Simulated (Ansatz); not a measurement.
# GeBr2 (model cell, started as fluorite): relaxing the cell for a phonon run

Aim: bring GeBr2 (model cell, started as fluorite) to small forces and stress, as phonons need.

Program: Ansatz 0.2.0. Level of theory: DFT PBEsol, scalar-relativistic, plane waves, PAW. Results are calculated unless marked as measured.

The structure was built from a prototype and need not be the compound's stable phase.

### Step 1. The structure

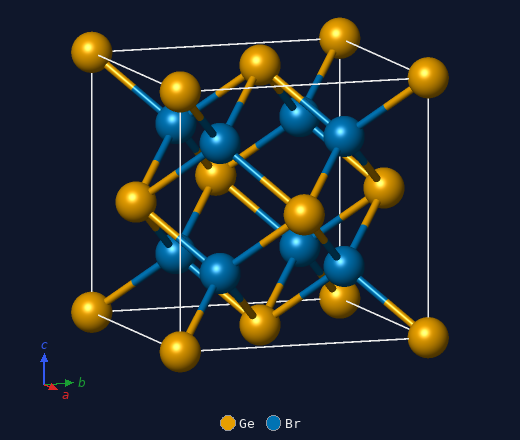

The cell as given, slightly off an axis (germanium orange, bromine blue). This picture shows the conventional cell, with its axes. Some periodic images of atoms are drawn too.

### Step 2. A coarse first look

A quick single point on a coarse mesh tells whether the cell has a gap and how far it is from rest, which sets the k mesh and smearing that follow.

input.yaml reads:

```yaml
crystal:
  lattice:
    - [0.0, 3.40152, 3.40152]
    - [3.40152, 0.0, 3.40152]
    - [3.40152, 3.40152, 0.0]
  atoms:
    - { symbol: Ge, position: [0.0, 0.0, 0.0] }
    - { symbol: Br, position: [0.25, 0.25, 0.25] }
    - { symbol: Br, position: [0.75, 0.75, 0.75] }
kpoints:
  mp_grid: { grid: [4, 4, 4] }
hamiltonian:
  xc: pbesol
scf:
  occupations: { method: gaussian, width: 0.1 }
output:
  forces: true
  stress: true
  eigenvalues: true
```

Started as:

```console
> ansatz run input.yaml --threads 4 --pin off --max-ram 7168MiB --backend cpu --events-out ev --progress --plain --runs-dir out
```

Numbers of over 12 decimals in the logs are rounded to 6 here.

What it wrote:

```text
Engine: ansatz 0.2.0, aarch64-unknown-linux-gnu
Pseudopotentials: kind: paw
Pseudopotential: Ge, paw, valence charge 14, recommended cutoff 420 eV (normal), Ge.paw.azcp
Pseudopotential: Br, paw, valence charge 7, recommended cutoff 420 eV (normal), Br.paw.azcp
Functional definition: PBEsol
  exchange = pbesol_x
  correlation = pbesol_c
Crystal: 3 atoms, lattice volume = 78.713 Å³
[...]
P = ⅓ Tr σ = 1.0929 GPa (10.929 kbar)
--- Band table (eV; the first three rows and the last of 8) ---
  k-point 0: bands = [... 10 lower, 1.8794, 3.2397, 3.2397, 3.2397, 6.9043, 6.9043, 6.9043, 11.7710]
  k-point 1: bands = [... 10 lower, 1.8097, 2.9486, 2.9486, 4.3329, 7.5252, 7.5252, 7.5425, 12.8301]
  k-point 2: bands = [... 10 lower, 1.8373, 2.6135, 2.6135, 4.6373, 8.4014, 8.4014, 9.1309, 12.4628]
  k-point 7: bands = [... 10 lower, 1.9778, 3.5866, 4.5391, 4.6510, 8.3989, 8.5626, 8.5626, 12.2440]
[key lines of the parts left out:]
SCF converged after 6 iterations
Free energy (F): -9727.578306 eV
Fermi energy:    5.655705 eV
```

It took 0.4 s on 4 threads of Arm Neoverse V2, shared host; peak memory 0.32 GiB.

A gap read on the k-mesh alone can miss the band edges.

This step gave:

```yaml
pressure: 1.093 GPa
gap_on_the_k_mesh: 1.654 eV
volume_per_atom: 26.24 Å³
direct_gap_on_mesh: 2.061 eV
```

The coarse mesh shows a gap of 1.65 eV and a pressure of 1.1 GPa.

### Step 3. Bringing the structure to rest

Harmonic phonons are second derivatives at a point where the forces vanish, and they are wanted at zero stress, so atoms and cell are relaxed first.

input.yaml, the sections that differ from step 2:

```yaml
kpoints:
  mp_grid: { grid: [6, 6, 6] }
scf:
  occupations: { method: gaussian, width: 0.02 }
output:
  forces: true
  stress: true
  eigenvalues: true
  write_density: true
  write_potential: true
  elf: true
  volumetric_format: npy
relax:
  adjacent_minimum: "off"
  f_tol: 0.005
  max_steps: 80
  cell: { stress_tol: 0.05 }
# crystal, hamiltonian: as in step 2
```

What it wrote:

```text
[...]
Crystal: 3 atoms, lattice volume = 78.713 Å³
Basis set: ecut = 420 eV, 1471 PW (Γ), exchange–correlation on 72×72×72 points (8 copies of the dense FFT grid, shifted against one another)
Bands: 18, of which v1, the nominal top of the filled ones, is band 14 counted from 1 (13 counted from 0)
Symmetry: 48 space group operations
[...]
k-points: 16 of 216
[...]
SCF iter   1: F=—  HF=-9727.585286 eV  |F-HF|=—  |Δ(HF+E_count)|=         —  Δρ=2.04e-3  dr2=4.41e-3  ethr=1.77e-3  ⟨swp⟩=7.6  Hψ=1564  notcnv=0
[...]
SCF iter   6: F=-9727.583945 eV  HF=-9727.583945 eV  |F-HF|=2.77e-8  |Δ(HF+E_count)|=   5.77e-7  Δρ=2.06e-6  dr2=3.69e-9  ethr=2.05e-10  ⟨swp⟩=8.2  Hψ=2106  notcnv=0
SCF 1 converged in 6 iterations: F = -9727.583945 eV  dr2 = 3.69e-9
[...]
relax step   1: F+E_penalty+E_count = -9727.58394487 eV  Δ(F+E_penalty+E_count) = +0.000e0 eV  max|allowed force component| = 8.018e-17 eV/Å  Δτ_max = 0.0000 Å  P = +1.053 GPa  Ω = 78.713 Å³  (6 SCF iters, dr2 threshold 1.00e-7 eV, accepted)
Crystal: 3 atoms, lattice volume = 80.883 Å³
Basis set: ecut = 420 eV, 1591 PW (Γ), exchange–correlation on 72×72×72 points (8 copies of the dense FFT grid, shifted against one another)
[...]
iter 1 solved again at ethr=1.03e-5 eV; its pass at ethr=3.10e-3 eV (dr2=2.88e-3 eV) is discarded
[...]
SCF iter   5: F=-9727.589397 eV  HF=-9727.589397 eV  |F-HF|=1.00e-10  |Δ(HF+E_count)|=   3.96e-7  Δρ=3.65e-6  dr2=1.39e-8  ethr=1.07e-9  ⟨swp⟩=11.5  Hψ=2435  notcnv=0
SCF 2 converged in 5 iterations: F = -9727.589397 eV  dr2 = 1.39e-8
relax step   2: F+E_penalty+E_count = -9727.58939690 eV  Δ(F+E_penalty+E_count) = -5.452e-3 eV  max|allowed force component| = 3.146e-16 eV/Å  Δτ_max = 0.0000 Å  P = -0.178 GPa  Ω = 80.883 Å³  energy of the carried Pulay correction = -2.722e-4 eV  (5 SCF iters, dr2 threshold 3.00e-7 eV, accepted)
Crystal: 3 atoms, lattice volume = 80.561 Å³
[...]
SCF iter   4: F=-9727.589623 eV  HF=-9727.589623 eV  |F-HF|=3.70e-9  |Δ(HF+E_count)|=   1.67e-7  Δρ=4.58e-6  dr2=1.70e-8  ethr=2.84e-10  ⟨swp⟩=10.9  Hψ=2263  notcnv=0
SCF 3 converged in 4 iterations: F = -9727.589623 eV  dr2 = 1.70e-8
relax step   3: F+E_penalty+E_count = -9727.58962336 eV  Δ(F+E_penalty+E_count) = -2.265e-4 eV  max|allowed force component| = 3.207e-16 eV/Å  Δτ_max = 0.0000 Å  P = -0.007 GPa  Ω = 80.561 Å³  energy of the carried Pulay correction = -2.324e-4 eV  (4 SCF iters, dr2 threshold 7.95e-8 eV, accepted)
[...]
SCF iter   7: F=-9727.589853 eV  HF=-9727.589853 eV  |F-HF|=4.00e-11  |Δ(HF+E_count)|=  1.82e-10  Δρ=1.05e-7  dr2=1.92e-11  ethr=1.00e-12  ⟨swp⟩=6.9  Hψ=1459  notcnv=0
SCF 4 converged in 7 iterations: F = -9727.589853 eV  dr2 = 1.92e-11
relax step   4: F+E_penalty+E_count = -9727.58985300 eV  Δ(F+E_penalty+E_count) = -2.296e-4 eV  max|allowed force component| = 2.652e-16 eV/Å  Δτ_max = 0.0000 Å  P = -0.008 GPa  Ω = 80.561 Å³  stress off target by 8.39e-3 GPa  SCF on the basis re-selected at this cell (its energy is not comparable with the rows above)  (7 SCF iters)
basis re-selected at this cell: Δ(F+E_penalty+E_count) = -2.296e-4 eV, ΔP = -0.001 GPa vs the last step (what re-selecting the basis moved, of the pressure what is left beyond the Pulay correction that the steps carried, after the strain that the cell walked since its last selection, with what the two solves' SCF thresholds leave and, on support functions, any second-order correction that the steps lacked; it is no m [...]
SCF converged after 7 iterations
Free energy (F): -9727.589853 eV
[...]
Internal energy: -9727.589853 eV  (E = F + TS)
E sigma→0 (E₀):  -9727.589853 eV
Fermi energy:    5.414732 eV
[...]
--- Stress (GPa, compression-positive) ---
       -0.008387      -0.000000      -0.000000
       -0.000000      -0.008387      -0.000000
        0.000000      -0.000000      -0.008387
  P = ⅓ Tr σ = -0.0084 GPa (-0.084 kbar)
--- Band table (eV; the first three rows and the last of 16) ---
  k-point 0: bands = [... 10 lower, 1.6961, 3.0114, 3.0114, 3.0114, 6.6377, 6.6377, 6.6377, 11.5155]
  k-point 1: bands = [... 10 lower, 1.6565, 2.8770, 2.8770, 3.7006, 6.8070, 6.9155, 6.9155, 12.0503]
  k-point 2: bands = [... 10 lower, 1.6156, 2.5784, 2.5784, 4.2135, 7.6145, 7.6145, 7.8904, 12.5230]
  k-point 15: bands = [... 10 lower, 2.7079, 3.1538, 4.1989, 4.4340, 7.6217, 8.3147, 8.6290, 11.7535]
--- Relaxed structure (3 steps of the walk, 3 accepted, 1 SCFs on fresh bases) ---
  F+E_penalty+E_count = -9727.58985300 eV   max|allowed force component| = 2.652e-16 eV/Å   (the final SCF, on the basis selected at the relaxed cell)
  cell:  # Å, volume = 80.5614 Å³
    - [0, 3.427933, 3.427933]
    - [3.427933, 0, 3.427933]
    - [3.427933, 3.427933, 0]
  atoms:
    - { symbol: Ge, position: [0, 0, 0] }
    - { symbol: Br, position: [0.25, 0.25, 0.25] }
    - { symbol: Br, position: [0.75, 0.75, 0.75] }
```

Elapsed: 2 s, on 4 threads; peak memory 0.36 GiB; 6.8 s of CPU time.

The steps of the relaxation:

```csv
step,energy less that of the first step (eV),largest force component (eV/Å),pressure (GPa),volume (Å³)
1,0.0000,0.0000,1.05,78.71
2,-0.0055,0.0000,-0.18,80.88
3,-0.0057,0.0000,-0.01,80.56
4*,-0.0059,0.0000,-0.01,80.56
```

Relaxation steps marked * repeat the geometry before them on a plane-wave basis chosen anew for their cell, so energy and pressure can jump there.

The run keeps the 48 symmetry operations that it works with, so distortions that break them were not tested.

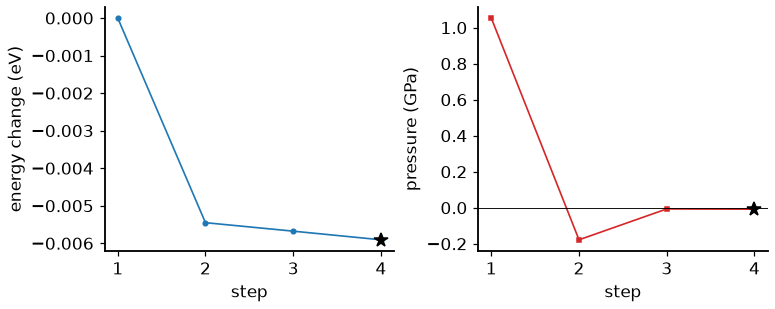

Energy and pressure along the relaxation. Stars mark steps on a basis chosen anew.

```csv
"conventional cell, symmetrised",before,after,change
a (Å),6.803,6.856,+0.8 %
b (Å),6.803,6.856,+0.8 %
c (Å),6.803,6.856,+0.8 %
volume (Å³/atom),26.24,26.85,+2.3 %
```

Final coordinates:

```cif
data_structure
_symmetry_space_group_name_H-M 'P 1'
_symmetry_Int_Tables_number 1
_cell_length_a 4.8478
_cell_length_b 4.8478
_cell_length_c 4.8478
_cell_angle_alpha 60.000
_cell_angle_beta 60.000
_cell_angle_gamma 60.000
_cell_volume 80.56
loop_
_atom_site_label
_atom_site_type_symbol
_atom_site_fract_x
_atom_site_fract_y
_atom_site_fract_z
_atom_site_occupancy
Ge1 Ge 0.00000 0.00000 0.00000 1
Br2 Br 0.25000 0.25000 0.25000 1
Br3 Br 0.75000 0.75000 0.75000 1
```

Numbers from this step:

```
pressure           : -0.008387 GPa
gap on the k-mesh  : 1.750 eV
volume per atom    : 26.85 Å³
direct gap on mesh : 2.028 eV
```

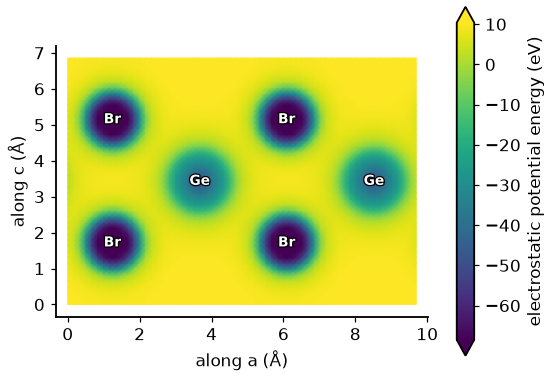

Electrostatic potential energy in the ac plane of a cell with a along [110], b along [-110] and c along [001] of the cube at fractional y = 0.000, with atoms of Ge and Br within 0.2 Å of it. With pseudopotentials it is smooth inside the atoms' cores, unlike the true potential. The map starts off the cell's origin, so that atoms lie inside it.

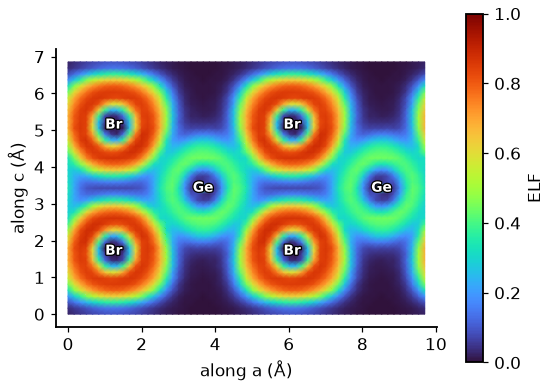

ELF in the ac plane of a cell with a along [110], b along [-110] and c along [001] of the cube at fractional y = 0.000, with atoms of Ge and Br within 0.2 Å of it. It is the smooth field of the valence electrons, not physical close to the nuclei. The map starts off the cell's origin, so that atoms lie inside it.

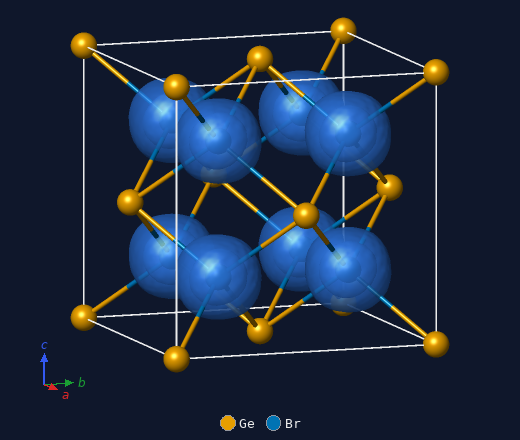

Surface of ELF = 0.8.

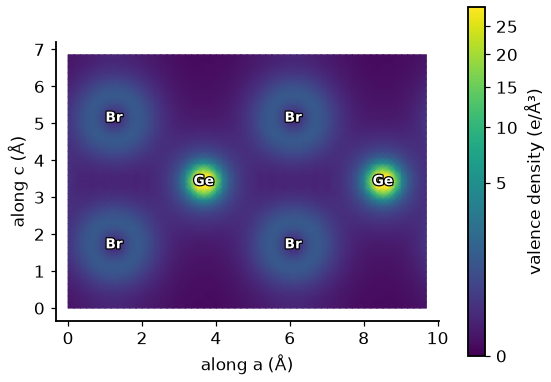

Valence density in the ac plane of a cell with a along [110], b along [-110] and c along [001] of the cube at fractional y = 0.000, with atoms of Ge and Br within 0.2 Å of it. It is the smooth field of the valence electrons, not physical close to the nuclei. The map starts off the cell's origin, so that atoms lie inside it. The colour scale is stretched toward low values.

In this step the volume went from 26.24 to 26.85 Å³/atom.

### Step 4. Relaxing to small forces for the phonons

Phonons need a cell at rest on their own settings, so the relaxation is repeated with tight tolerances on forces and stress on the k mesh and occupations of the first response run.

input.yaml reads:

```yaml
crystal:
  lattice:
    - [0.0, 3.4279332986, 3.4279332986]
    - [3.4279332986, 0.0, 3.4279332986]
    - [3.4279332986, 3.4279332986, 0.0]
  atoms:
    - { symbol: Ge, position: [0.0, 0.0, 0.0] }
    - { symbol: Br, position: [0.25, 0.25, 0.25] }
    - { symbol: Br, position: [0.75, 0.75, 0.75] }
kpoints:
  mp_grid: { grid: [8, 8, 8] }
hamiltonian:
  xc: pbesol
scf:
  occupations: { method: fixed }
output:
  forces: true
  stress: true
  eigenvalues: true
relax:
  adjacent_minimum: "off"
  f_tol: 0.001
  max_steps: 60
  cell: { stress_tol: 0.01 }
```

What it wrote:

```text
[...]
Crystal: 3 atoms, lattice volume = 80.561 Å³
Basis set: ecut = 420 eV, 1591 PW (Γ), exchange–correlation on 72×72×72 points (8 copies of the dense FFT grid, shifted against one another)
Bands: 18, of which v1, the nominal top of the filled ones, is band 14 counted from 1 (13 counted from 0)
[... 1 set-up line as in the run before ...]
[...]
k-points: 29 of 512
[...]
--- Relaxed structure (1 steps of the walk, 1 accepted, 1 SCFs on fresh bases) ---
[...]
cell:  # Å, volume = 80.5614 Å³
    - [0.0, 3.4279332986, 3.4279332986]
    - [3.4279332986, 0.0, 3.4279332986]
    - [3.4279332986, 3.4279332986, 0.0]
  atoms:
    - { symbol: Ge, position: [0.0, 0.0, 0.0] }
    - { symbol: Br, position: [0.250000, 0.250000, 0.250000] }
    - { symbol: Br, position: [0.75, 0.75, 0.75] }
[key lines of the parts left out:]
SCF converged after 6 iterations
Free energy (F): -9727.590046 eV
Fermi energy:    4.539499 eV
P = ⅓ Tr σ = -0.0090 GPa (-0.090 kbar)
```

The job ended after 1.6 s (4 threads; peak memory 0.38 GiB).

Little changed from the start: no atom moved by 0.005 Å and no cell edge by 0.1 %.

Numbers from this step:

| Quantity | Value |
| --- | --- |
| pressure | -0.008973 GPa |
| gap on the k-mesh | 1.675 eV |

The forces vanish by symmetry and the pressure is -0.009 GPa, within the tolerances set. The cell now holds 26.85 Å³/atom.

### Step 5. Summary of results

| Item | Value |
| --- | --- |
| space group after relaxation (within 0.01 Å) | Fm-3m |
| lattice constant a | 6.856 Å |
| lattice constant b | 6.856 Å |
| lattice constant c | 6.856 Å |
| volume per atom | 26.9 Å³ |
| gap on the k-mesh | 1.67 eV |

The forces vanish by symmetry and the pressure is -0.009 GPa, within the tolerances set. The cell now holds 26.85 Å³/atom. The relaxation keeps the symmetry of its start, so it says nothing on stability against lower symmetry. The starting cell was built on a prototype and not taken from a measurement, so the phase need not exist.

[Logs are printed without paths, hosts, clocks, repeated set-up lines and the standing remarks that a program may print on its own settings, such as how far it seeks lower states.]

[Hosts, paths, dates, database ids (printed as entryN), source tags and the programs' standing remarks are cut or masked in the printed files.]
